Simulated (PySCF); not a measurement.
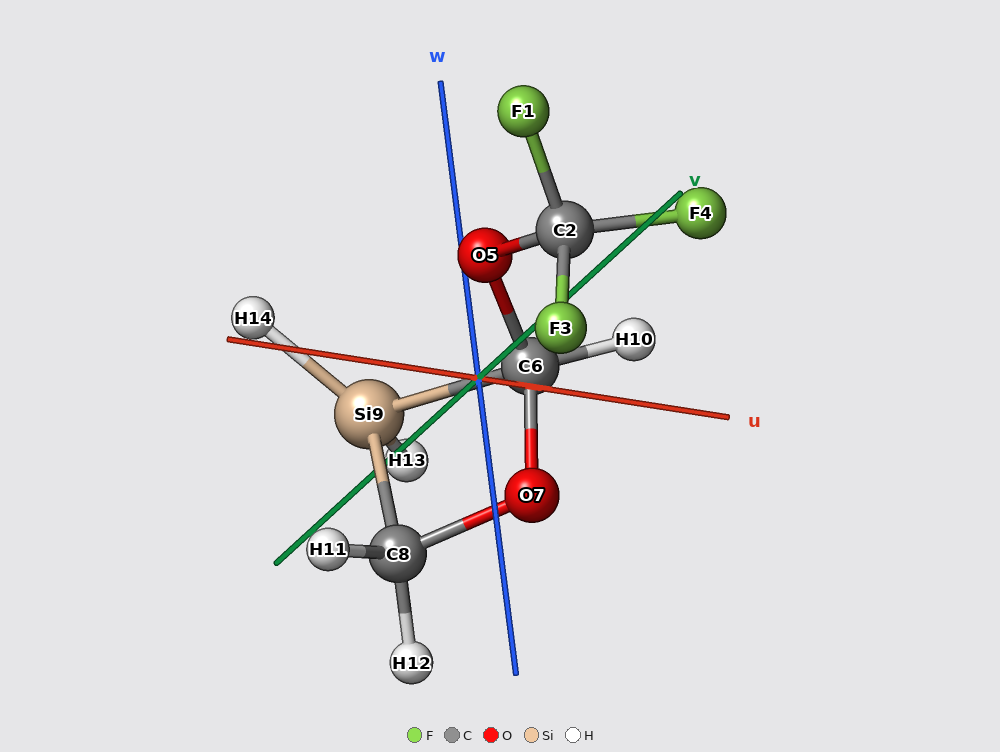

The lines u, v and w are the principal axes of the static dipole polarisability. Computed geometry: GFN2-xTB optimisation. No frequency run is at hand to confirm it as a minimum. Computed with CAM-B3LYP/def2-SVPD (PySCF 2.14.0).

Along which axis is the molecule most polarisable, and along which least?

Answer. Most along v, least along u.

Give the three principal values.

Answer. u 62.7, v 79.8, w 69.0 bohr³; mean 70.5, anisotropy 14.9 bohr³.

The geometry is semi-empirical. Around Si such bond lengths and angles can be off by a tenth of an ångström or more and by several degrees, and values that hang on the shape move with them.
